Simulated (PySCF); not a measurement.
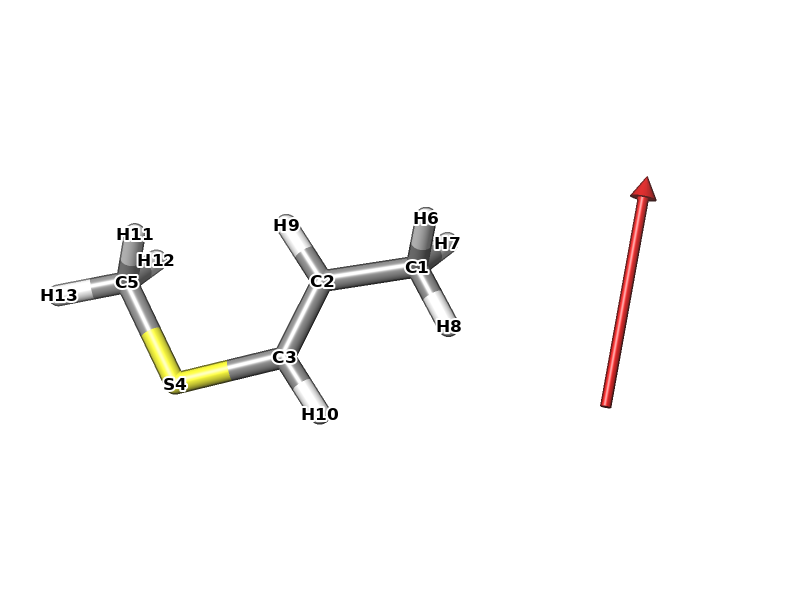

The arrow beside the molecule shows the direction of the dipole moment, from the negative to the positive end (its length means nothing). The geometry was computed by an optimisation with GFN2-xTB. No frequency run is at hand to confirm it as a minimum. Method: PBE0/pcSseg-1, gas phase (PySCF 2.14.0).

Question: How large is the dipole moment?

Answer: 1.53 D; it points from the side of H10 to the side of H6, H7 (the outermost atoms at the two ends).
